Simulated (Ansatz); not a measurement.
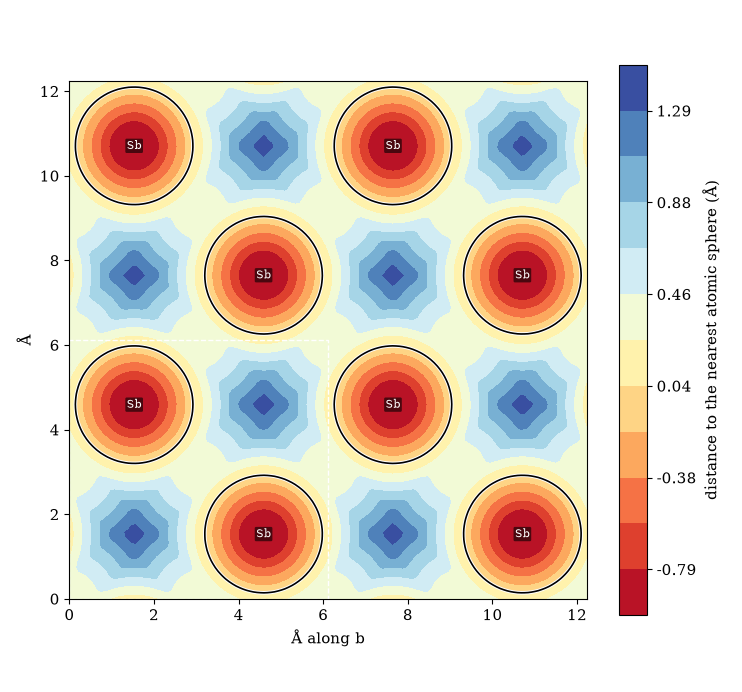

Map of the distance to the nearest atomic sphere in GaSb (F-43m, No. 216), computed on the section x = 0.250 (parallel to b and c; the dashed line is one cell). The black line marks the spheres' surfaces; positive values are empty space; unlabelled circles belong to atoms above or below the section.

The atoms' radii are covalent radii (Cordero): Ga 1.22 Å, Sb 1.39 Å.

Origin of the cell: a calculation's input that goes back to an entry of the Crystallography Open Database (an earlier step may have relaxed or displaced it).

Space group F-43m (No. 216). a = 6.118 Å, b = 6.118 Å, c = 6.118 Å, α = 90.00°, β = 90.00°, γ = 90.00°
```csv
atom,site,symmetry,x,y,z
Ga,4a,-43m,0.0000,0.0000,0.0000
Sb,4d,-43m,0.2500,0.2500,0.7500
```

Where is the largest hole in this section, and how large is it?

At 0.250, 0.750, 0.750 (fractional), where the distance reaches 1.43 Å; it is enclosed by 4 Ga (then 6 Sb) in a tetrahedral arrangement. It is the largest hole of the crystal.

How much of the crystal lies outside the spheres?

About 67 % of the cell's volume, and 68 % of this section's area.

What can pass through?

The largest sphere that fits anywhere has a diameter of 2.86 Å; the largest that can travel through the crystal, about 2.2 Å.
